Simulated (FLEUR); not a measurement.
# Magnetic state of Fe3Ge from several starts, part 2 of 3

A self-consistent run ends on one state, which hangs on the start. Several orders of Fe3Ge are started in FLEUR and their energies compared.

FLEUR MaX-R8.1; LDA (VWN); all-electron FLAPW, Dirac cores, scalar-relativistic bands.

So far, largest spin moment in the muffin-tin sphere (μB): step 2 (run 1 (ferro +++)) 2.18.

### 3. Start 2: antiferro q=(0,1/2,1/2) +-+-+-

Another pattern of signs weighs the neighbour shells otherwise.

The cell is doubled to 8 atoms to hold this order. The mesh is halved along the doubled vector, so that both cells sample the same points. The k list default-1 (kpts.xml, not shown) is a Γ-centred 8×4×8 mesh.

inp.xml

```
<?xml version="1.0" encoding="UTF-8" standalone="no"?>
<fleurInput fleurInputVersion="0.39">
   <comment>
      Fe3Ge
   </comment>
   <calculationSetup>
      <cutoffs Kmax="3.6" Gmax="10.8" GmaxXC="10.8" numbands="0"/>
      <scfLoop itmax="90" minDistance="0.00002" maxIterBroyd="15" imix="Anderson" alpha="0.05" precondParam="0.0" spinf="2.0" sdNocoIR="T"/>
      <coreElectrons ctail="T" frcor="F" kcrel="0" coretail_lmax="0"/>
      <xcFunctional name="vwn" relativisticCorrections="F"/>
      <magnetism jspins="2"/>
      <soc l_soc="F" theta="0.0" phi="0.0" spav="F"/>
      <expertModes spex="0" secvar="F"/>
      <geometryOptimization l_f="F" forcealpha="1.0" forcemix="BFGS" epsdisp="0.00001" epsforce="0.00001"/>
      <ldaU l_linMix="F" mixParam="0.05" spinf="1.0"/>
   </calculationSetup>
   <cell>
      <bzIntegration valenceElectrons="124.0" mode="hist" fermiSmearingEnergy="0.00183747">
         <kPointListSelection listName="default-1"/>
         <xi:include xmlns:xi="http://www.w3.org/2001/XInclude" href="kpts.xml"> </xi:include>
      </bzIntegration>
      <xi:include xmlns:xi="http://www.w3.org/2001/XInclude" href="sym.xml"> </xi:include>
      <bulkLattice scale="1.0">
         <bravaisMatrix>
            <row-1>    6.9173434617558840     0.0000000000000000     0.0000000000000000</row-1>
            <row-2>    0.0000000000000000    13.8346869235117680     0.0000000000000000</row-2>
            <row-3>    0.0000000000000000     6.9173434617558840     6.9173434617558840</row-3>
         </bravaisMatrix>
      </bulkLattice>
   </cell>
   <atomSpecies>
      <species name="Iron (Fe) 2.800" element="Fe" atomicNumber="26">
         <mtSphere radius="2.38" gridPoints="787" logIncrement="0.016"/>
         <atomicCutoffs lmax="8" lnonsphr="6"/>
         <electronConfig flipSpins="F">
            <coreConfig>(1s1/2) (2s1/2) (2p1/2) (2p3/2)</coreConfig>
            <valenceConfig>(3s1/2) (3p1/2) (3p3/2) (4s1/2) (3d3/2) (3d5/2)</valenceConfig>
            <stateOccupation state="(3d3/2)" spinUp="1.4" spinDown="1.0"/>
            <stateOccupation state="(3d5/2)" spinUp="3.0" spinDown="0.6"/>
         </electronConfig>
         <energyParameters s="4" p="4" d="3" f="4"/>
         <lo type="SCLO" l="0" n="3" eDeriv="0"/>
         <lo type="SCLO" l="1" n="3" eDeriv="0"/>
      </species>
      <species name="Iron (Fe) -2.800" element="Fe" atomicNumber="26">
         <mtSphere radius="2.38" gridPoints="787" logIncrement="0.016"/>
         <atomicCutoffs lmax="8" lnonsphr="6"/>
         <electronConfig flipSpins="F">
            <coreConfig>(1s1/2) (2s1/2) (2p1/2) (2p3/2)</coreConfig>
            <valenceConfig>(3s1/2) (3p1/2) (3p3/2) (4s1/2) (3d3/2) (3d5/2)</valenceConfig>
            <stateOccupation state="(3d3/2)" spinUp="1.0" spinDown="1.4"/>
            <stateOccupation state="(3d5/2)" spinUp="0.6" spinDown="3.0"/>
         </electronConfig>
         <energyParameters s="4" p="4" d="3" f="4"/>
         <lo type="SCLO" l="0" n="3" eDeriv="0"/>
         <lo type="SCLO" l="1" n="3" eDeriv="0"/>
      </species>
      <species name="Germanium (Ge)" element="Ge" atomicNumber="32">
         <mtSphere radius="2.38" gridPoints="787" logIncrement="0.016"/>
         <atomicCutoffs lmax="8" lnonsphr="6"/>
         <electronConfig flipSpins="F">
            <coreConfig>(1s1/2) (2s1/2) (2p1/2) (2p3/2) (3s1/2) (3p1/2) (3p3/2)</coreConfig>
            <valenceConfig>(4s1/2) (3d3/2) (3d5/2) (4p1/2) (4p3/2)</valenceConfig>
            <stateOccupation state="(4p1/2)" spinUp="0.333333" spinDown="0.333333"/>
            <stateOccupation state="(4p3/2)" spinUp="0.666667" spinDown="0.666667"/>
         </electronConfig>
         <energyParameters s="4" p="4" d="3" f="4"/>
      </species>
   </atomSpecies>
   <atomGroups>
      <atomGroup species="Iron (Fe) 2.800">
         <relPos label="                   1">.0000000000 .0000000000 1.000/2.000</relPos>
         <force calculate="T" relaxXYZ="TTT"/>
      </atomGroup>
      <atomGroup species="Iron (Fe) -2.800">
         <relPos label="                   2">.0000000000 1.000/2.000 1.000/2.000</relPos>
         <force calculate="T" relaxXYZ="TTT"/>
      </atomGroup>
      <atomGroup species="Iron (Fe) 2.800">
         <relPos label="                   3">1.000/2.000 1.000/4.000 .0000000000</relPos>
         <force calculate="T" relaxXYZ="TTT"/>
      </atomGroup>
      <atomGroup species="Iron (Fe) -2.800">
         <relPos label="                   4">1.000/2.000 -1.000/4.000 .0000000000</relPos>
         <force calculate="T" relaxXYZ="TTT"/>
      </atomGroup>
      <atomGroup species="Iron (Fe) 2.800">
         <relPos label="                   5">1.000/2.000 -1.000/4.000 1.000/2.000</relPos>
         <force calculate="T" relaxXYZ="TTT"/>
      </atomGroup>
      <atomGroup species="Iron (Fe) -2.800">
         <relPos label="                   6">1.000/2.000 1.000/4.000 1.000/2.000</relPos>
         <force calculate="T" relaxXYZ="TTT"/>
      </atomGroup>
      <atomGroup species="Germanium (Ge)">
         <relPos label="                   7">.0000000000 .0000000000 .0000000000</relPos>
         <force calculate="T" relaxXYZ="TTT"/>
      </atomGroup>
      <atomGroup species="Germanium (Ge)">
         <relPos label="                   8">.0000000000 1.000/2.000 .0000000000</relPos>
         <force calculate="T" relaxXYZ="TTT"/>
      </atomGroup>
   </atomGroups>
   <output dos="F" band="F" slice="F">
      <bandDOS minEnergy="-.5*Htr" maxEnergy="0.5*Htr" sigma="0.015" storeEVData="T"/>
      <plotting iplot="0" polar="F">
         <plot TwoD="T" vec1="  1.0  0.0  0.0" vec2="  0.0  1.0  0.0" vec3="  0.0  0.0  1.0" zero="  0.0  0.0  0.0" file="plot"/>
      </plotting>
      <moessbauerParams electricFieldGradient="F" isomerShift="F" coreHyperfine="F" valenceHyperfine="F"/>
   </output>
</fleurInput>
```

crystal.txt

```
Fe3Ge
&input film=F cartesian=F /
3.66050052000  0.00000000000  0.00000000000
0.00000000000  7.32100104000  0.00000000000
0.00000000000  3.66050052000  3.66050052000
1.8897261246
1.0 1.0 1.0

8
26 0.00000000000  0.00000000000  0.50000000000 : 2.800
26 0.00000000000  0.50000000000  0.50000000000 : -2.800
26 0.50000000000  0.25000000000  0.00000000000 : 2.800
26 0.50000000000  0.75000000000  0.00000000000 : -2.800
26 0.50000000000  0.75000000000  0.50000000000 : 2.800
26 0.50000000000  0.25000000000  0.50000000000 : -2.800
32 0.00000000000  0.00000000000  0.00000000000
32 0.00000000000  0.50000000000  0.00000000000

&kpt div1=8 div2=4 div3=8 gamma=T /
```

The run is started by

```console
> OMP_NUM_THREADS=1 inpgen -f crystal.txt > inpgen.log  # inp.xml is then edited as shown
> OMP_NUM_THREADS=1 mpirun -n 4 fleur_MPI > fleur.log
```

The program printed:

```text
[banner, memory and clock lines left out]
Welcome to FLEUR        (www.flapw.de)
      MaX-Release 8.1          (www.max-centre.eu)

 ========== k-point set info ==========
 Selected k-point list: default-1
 k-point list type: mesh
 0 x 0 x 0
 Number of k points: 92

 ------------Calculation Setup---------------------------
 Number of PE/node        :            4
 Number of OMP-threads    :            1
 k-points in parallel     :            4
 pe's per k-point         :            1
 No of k-point loops      :           23
 Eigenvalue solver        :       lapack
 Number of basis functions:          592
 Approximate size of matrices (H+S) per k-point:         0.010 GB
 Iteration:     1   Distance:      14.51078270 me/bohr^3
 Iteration:     2   Distance:      13.89390576 me/bohr^3
 Iteration:     3   Distance:       9.93218200 me/bohr^3
 Iteration:     4   Distance:       7.19365341 me/bohr^3
 Iteration:     5   Distance:       3.86543448 me/bohr^3
 Iteration:     6   Distance:       3.08295304 me/bohr^3
 Iteration:     7   Distance:       2.16123102 me/bohr^3
 Iteration:     8   Distance:       1.88623834 me/bohr^3
 Iteration:     9   Distance:       1.62681537 me/bohr^3
 Iteration:    10   Distance:       0.96381257 me/bohr^3
[... 17 iterations left out ...]
 Iteration:    28   Distance:       0.00029680 me/bohr^3
 Iteration:    29   Distance:       0.00011685 me/bohr^3
 Iteration:    30   Distance:       0.00010890 me/bohr^3
 Iteration:    31   Distance:       0.00010397 me/bohr^3
 Iteration:    32   Distance:       0.00005825 me/bohr^3
 Iteration:    33   Distance:       0.00005325 me/bohr^3
 Iteration:    34   Distance:       0.00003105 me/bohr^3
 Iteration:    35   Distance:       0.00002416 me/bohr^3
 Iteration:    36   Distance:       0.00002020 me/bohr^3
 Iteration:    37   Distance:       0.00001866 me/bohr^3

 ********************************************************************
 Run finished successfully
 Stop message:
   all done
 ********************************************************************

--- out.xml (last complete iteration) ---
<iteration numberForCurrentRun="   37" overallNumber="   37">
         [... left out ...]
         <bandgap value="0.0000000282" units="eV"/>
         <sumValenceSingleParticleEnergies value="-87.4669178578" units="Htr"/>
         <FermiEnergy value="0.3604272756" units="Htr"/>
         <valenceDensity>
            <mtCharges spin="1">
               <mtCharge atomType="1" total="8.6116734" s="1.2114922" p="3.2234567" d="4.1580719" f="0.0148975"/>
               <mtCharge atomType="2" total="6.5380853" s="1.1943151" p="3.2144226" d="2.1107166" f="0.0148872"/>
               <mtCharge atomType="3" total="8.5515823" s="1.2054525" p="3.2238797" d="4.1035423" f="0.0149832"/>
               <mtCharge atomType="4" total="6.6047522" s="1.1955568" p="3.2130808" d="2.1777076" f="0.0146383"/>
               <mtCharge atomType="5" total="8.5515824" s="1.2054525" p="3.2238797" d="4.1035424" f="0.0149832"/>
               <mtCharge atomType="6" total="6.6047521" s="1.1955568" p="3.2130808" d="2.1777075" f="0.0146383"/>
               <mtCharge atomType="7" total="6.3355790" s="0.5758562" p="0.7134198" d="5.0230599" f="0.0181797"/>
               <mtCharge atomType="8" total="6.3383343" s="0.5773532" p="0.7157126" d="5.0222598" f="0.0179635"/>
            </mtCharges>
            <mtCharges spin="2">
               <mtCharge atomType="1" total="6.5380854" s="1.1943151" p="3.2144226" d="2.1107167" f="0.0148872"/>
               <mtCharge atomType="2" total="8.6116734" s="1.2114922" p="3.2234567" d="4.1580719" f="0.0148975"/>
               <mtCharge atomType="3" total="6.6047522" s="1.1955568" p="3.2130808" d="2.1777076" f="0.0146383"/>
               <mtCharge atomType="4" total="8.5515823" s="1.2054525" p="3.2238797" d="4.1035423" f="0.0149832"/>
               <mtCharge atomType="5" total="6.6047521" s="1.1955568" p="3.2130808" d="2.1777075" f="0.0146383"/>
               <mtCharge atomType="6" total="8.5515824" s="1.2054525" p="3.2238797" d="4.1035424" f="0.0149832"/>
               <mtCharge atomType="7" total="6.3383343" s="0.5773532" p="0.7157126" d="5.0222598" f="0.0179635"/>
               <mtCharge atomType="8" total="6.3355790" s="0.5758562" p="0.7134198" d="5.0230599" f="0.0181797"/>
            </mtCharges>
            <spinDependentCharge spin="1" total="62.0000000" interstitial="3.8636588" mtSpheres="58.1363412"/>
            <spinDependentCharge spin="2" total="62.0000000" interstitial="3.8636588" mtSpheres="58.1363412"/>
            <totalCharge value="124.0000000001"/>
         </valenceDensity>
         [... left out ...]
         <magneticMomentsInMTSpheres units="muBohr">
            <globalMagMoment atomType="1" vec="0.00000   0.00000   2.07359"/>
            <localMagMoment atomType="1" vec="0.00000   0.00000   2.07359"/>
            <globalMagMoment atomType="2" vec="0.00000   0.00000  -2.07359"/>
            <localMagMoment atomType="2" vec="0.00000   0.00000  -2.07359"/>
            <globalMagMoment atomType="3" vec="0.00000   0.00000   1.94683"/>
            <localMagMoment atomType="3" vec="0.00000   0.00000   1.94683"/>
            <globalMagMoment atomType="4" vec="0.00000   0.00000  -1.94683"/>
            <localMagMoment atomType="4" vec="0.00000   0.00000  -1.94683"/>
            <globalMagMoment atomType="5" vec="0.00000   0.00000   1.94683"/>
            <localMagMoment atomType="5" vec="0.00000   0.00000   1.94683"/>
            <globalMagMoment atomType="6" vec="0.00000   0.00000  -1.94683"/>
            <localMagMoment atomType="6" vec="0.00000   0.00000  -1.94683"/>
            <globalMagMoment atomType="7" vec="0.00000   0.00000  -0.00276"/>
            <localMagMoment atomType="7" vec="0.00000   0.00000  -0.00276"/>
            <globalMagMoment atomType="8" vec="0.00000   0.00000   0.00276"/>
            <localMagMoment atomType="8" vec="0.00000   0.00000   0.00276"/>
         </magneticMomentsInMTSpheres>
         [... left out ...]
         <totalEnergy value="   -11815.9052201210" units="Htr">
            <sumOfEigenvalues value="    -6806.3625597640">
               <coreElectrons value="-6718.8956419062"/>
               <valenceElectrons value="-87.4669178578"/>
            </sumOfEigenvalues>
            <densityCoulombPotentialIntegral value="-18179.0785460770"/>
            <densityEffectivePotentialIntegral value="-18808.9926057175"/>
            <chargeDenXCDenIntegral value="-475.8028059149"/>
            <FockExchangeEnergyValence value="0.0000000000"/>
            <FockExchangeEnergyCore value="0.0000000000"/>
         [... left out ...]
            <tkbTimesEntropy value="0.0030895099"/>
            <freeEnergy value="-11815.9083096309"/>
            <extrapolationTo0K value="-11815.9067648760"/>
         </totalEnergy>
         <densityConvergence units="me/bohr^3">
            <chargeDensity spin="1" distance="0.0000109624"/>
            <chargeDensity spin="2" distance="0.0000104874"/>
            <overallChargeDensity distance="0.0000105970"/>
            <spinDensity distance="0.0000186553"/>
         </densityConvergence>
      </iteration>
```

Elapsed: 6.4 min, on 4 MPI ranks of Intel Xeon 6975P-C (Granite Rapids), shared host; peak memory 0.87 GiB; 26 min of CPU time.

Spin moment in the muffin-tin sphere by atom:

| atom | spin moment in the muffin-tin sphere (μB) |
| --- | --- |
| Fe1 | 2.07 |
| Fe2 | -2.07 |
| Fe3 | 1.95 |
| Fe4 | -1.95 |
| Fe5 | 1.95 |
| Fe6 | -1.95 |
| Ge7 | 0.00 |
| Ge8 | 0.00 |

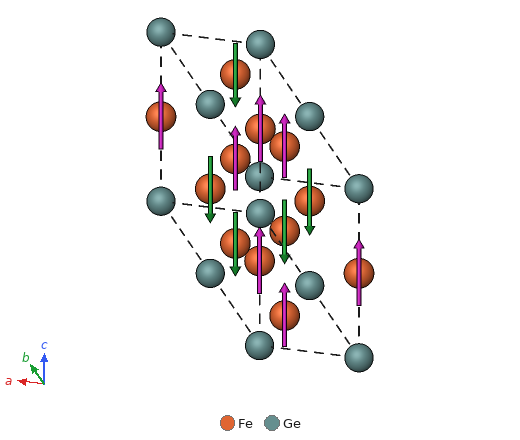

Spin moment in the muffin-tin sphere as arrows, the longest 2.07 μB. Up and down stand for the sign. Arrows give size and sign along the axis of quantisation, drawn up and down the page. The two directions have two colours. Some periodic images of atoms are drawn too.

This step gave:

* free energy: -321527.2449 eV
* program's band gap on this mesh (in a metal only a level spacing): 2.82e-8 eV
* magnetization: 0 μB
* final state: antiferromagnetic

It lies 118 meV a seeded atom over the first start, and its largest moment is 2.07 μB against 2.18 μB.

### 4. Start 3: antiferro q=(0,0,1/2) +-+--+

Another pattern of signs weighs the neighbour shells otherwise.

The cell is doubled to 8 atoms to hold this order. The mesh is halved along the doubled vector, so that both cells sample the same points. The k list default-1 (kpts.xml, not shown) is a Γ-centred 8×8×4 mesh.

Edit inp.xml of step 3 so:

```diff
@@ -25,4 +25,4 @@
             <row-1>    6.9173434617558840     0.0000000000000000     0.0000000000000000</row-1>
-            <row-2>    0.0000000000000000    13.8346869235117680     0.0000000000000000</row-2>
-            <row-3>    0.0000000000000000     6.9173434617558840     6.9173434617558840</row-3>
+            <row-2>    0.0000000000000000     6.9173434617558840     0.0000000000000000</row-2>
+            <row-3>    0.0000000000000000     0.0000000000000000    13.8346869235117680</row-3>
          </bravaisMatrix>
@@ -71,3 +71,4 @@
       <atomGroup species="Iron (Fe) 2.800">
-         <relPos label="                   1">.0000000000 .0000000000 1.000/2.000</relPos>
+         <relPos label="                   1">.0000000000 1.000/2.000 1.000/4.000</relPos>
+         <relPos label="                   6">1.000/2.000 .0000000000 -1.000/4.000</relPos>
          <force calculate="T" relaxXYZ="TTT"/>
@@ -75,3 +76,4 @@
       <atomGroup species="Iron (Fe) -2.800">
-         <relPos label="                   2">.0000000000 1.000/2.000 1.000/2.000</relPos>
+         <relPos label="                   2">.0000000000 1.000/2.000 -1.000/4.000</relPos>
+         <relPos label="                   5">1.000/2.000 .0000000000 1.000/4.000</relPos>
          <force calculate="T" relaxXYZ="TTT"/>
@@ -79,3 +81,3 @@
       <atomGroup species="Iron (Fe) 2.800">
-         <relPos label="                   3">1.000/2.000 1.000/4.000 .0000000000</relPos>
+         <relPos label="                   3">1.000/2.000 1.000/2.000 .0000000000</relPos>
          <force calculate="T" relaxXYZ="TTT"/>
@@ -83,11 +85,3 @@
       <atomGroup species="Iron (Fe) -2.800">
-         <relPos label="                   4">1.000/2.000 -1.000/4.000 .0000000000</relPos>
-         <force calculate="T" relaxXYZ="TTT"/>
-      </atomGroup>
-      <atomGroup species="Iron (Fe) 2.800">
-         <relPos label="                   5">1.000/2.000 -1.000/4.000 1.000/2.000</relPos>
-         <force calculate="T" relaxXYZ="TTT"/>
-      </atomGroup>
-      <atomGroup species="Iron (Fe) -2.800">
-         <relPos label="                   6">1.000/2.000 1.000/4.000 1.000/2.000</relPos>
+         <relPos label="                   4">1.000/2.000 1.000/2.000 1.000/2.000</relPos>
          <force calculate="T" relaxXYZ="TTT"/>
@@ -99,3 +93,3 @@
       <atomGroup species="Germanium (Ge)">
-         <relPos label="                   8">.0000000000 1.000/2.000 .0000000000</relPos>
+         <relPos label="                   8">.0000000000 .0000000000 1.000/2.000</relPos>
          <force calculate="T" relaxXYZ="TTT"/>
```

crystal.txt

```
Fe3Ge
&input film=F cartesian=F /
3.66050052000  0.00000000000  0.00000000000
0.00000000000  3.66050052000  0.00000000000
0.00000000000  0.00000000000  7.32100104000
1.8897261246
1.0 1.0 1.0

8
26 0.00000000000  0.50000000000  0.25000000000 : 2.800
26 0.00000000000  0.50000000000  0.75000000000 : -2.800
26 0.50000000000  0.50000000000  0.00000000000 : 2.800
26 0.50000000000  0.50000000000  0.50000000000 : -2.800
26 0.50000000000  0.00000000000  0.25000000000 : -2.800
26 0.50000000000  0.00000000000  0.75000000000 : 2.800
32 0.00000000000  0.00000000000  0.00000000000
32 0.00000000000  0.00000000000  0.50000000000

&kpt div1=8 div2=8 div3=4 gamma=T /
```

The program printed:

```text
[banner, memory and clock lines left out]
Welcome to FLEUR        (www.flapw.de)
      MaX-Release 8.1          (www.max-centre.eu)

 ========== k-point set info ==========
 Selected k-point list: default-1
 k-point list type: mesh
 0 x 0 x 0
 Number of k points: 48

 [... set-up left out ...]
 Iteration:     1   Distance:      15.79711386 me/bohr^3
 Iteration:     2   Distance:      15.10797327 me/bohr^3
 Iteration:     3   Distance:      12.12090710 me/bohr^3
 Iteration:     4   Distance:       7.84347188 me/bohr^3
 Iteration:     5   Distance:       4.22033405 me/bohr^3
[...]
<sumOfEigenvalues value="    -6806.3744589772">
               <coreElectrons value="-6718.9220232207"/>
               <valenceElectrons value="-87.4524357565"/>
            </sumOfEigenvalues>
         [... left out ...]
            <freeEnergy value="-11815.8983858692"/>
            <extrapolationTo0K value="-11815.8965445912"/>
         </totalEnergy>
         <densityConvergence units="me/bohr^3">
            <chargeDensity spin="1" distance="0.0000088297"/>
            <chargeDensity spin="2" distance="0.0000086417"/>
            <overallChargeDensity distance="0.0000125217"/>
            <spinDensity distance="0.0000121858"/>
         </densityConvergence>
      </iteration>
```

Elapsed: 3.2 min, on 4 MPI ranks; peak memory 0.51 GiB.

Spin moment in the muffin-tin sphere by atom:

| atom | spin moment in the muffin-tin sphere (μB) |
| --- | --- |
| Fe1 | 1.84 |
| Fe2 | -1.84 |
| Fe3 | 2.00 |
| Fe4 | -2.00 |
| Fe5 | -1.84 |
| Fe6 | 1.84 |
| Ge7 | -0.01 |
| Ge8 | 0.01 |

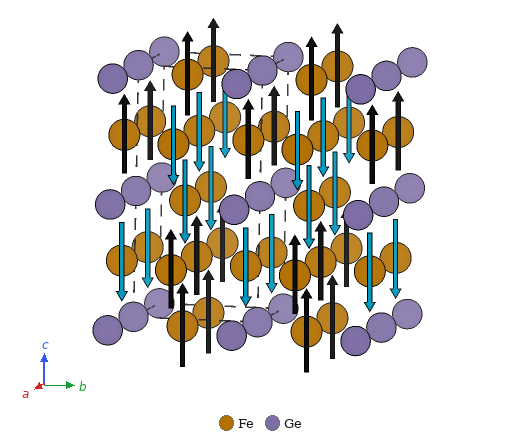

Spin moment in the muffin-tin sphere as arrows, the longest 2.00 μB. Up and down stand for the sign. Arrows give size and sign along the axis of quantisation, drawn up and down the page. The two directions have two colours. 2×2×1 cells are drawn. Some periodic images of atoms are drawn too.

Read from the output:

| Item | Value |
| --- | --- |
| free energy | -321526.9748 eV |
| program's band gap on this mesh (in a metal only a level spacing) | 9.17e-4 eV |
| magnetization | 0 μB |
| final state | antiferromagnetic |

It lies 163 meV a seeded atom over the first start, and its largest moment is 2.00 μB against 2.18 μB.

(Part 2 of 3 ends here.)

[Logs and program files are shortened in this print: banners, set-up blocks, solver, clock and traceback lines can be left out without a mark of their own.]

[Logs are printed without paths, hosts, clocks, repeated set-up lines and the standing remarks that a program may print on its own settings, such as how far it seeks lower states.]

[Hosts, paths, dates, database ids (printed as entryN), source tags and the programs' standing remarks are cut or masked in the printed files.]

[Where a cell is said to come from a database of computed structures, the database is the Materials Project.]
